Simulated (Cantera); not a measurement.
Input: 1 mol SiCl4, 1.4 mol NH3, 1.1 mol H2, at 1223 K.

Method: chemical equilibrium by Gibbs-energy minimisation in Cantera with the NASA 1993 tables (ideal gas, pure condensed phases). Candidate condensed phases: NH4Cl, Si, Si3N4; 28 gas species. The tables' values for SiCl3 are old estimates; treat these amounts as uncertain. Rates play no part.

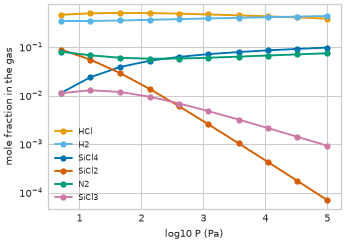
Figure. Equilibrium gas composition (values under 1e-9 drawn at 1e-9)

From 5.00 Pa to 1.00 bar the condensed part is Si3N4(s). The main Si-bearing gas is SiCl2 at 5.00 Pa and SiCl4 at 1.00 bar. The share of Si in condensed phases is highest at 1.40 mbar (60.3 %) and lowest at 5.00 Pa (38.0 %).
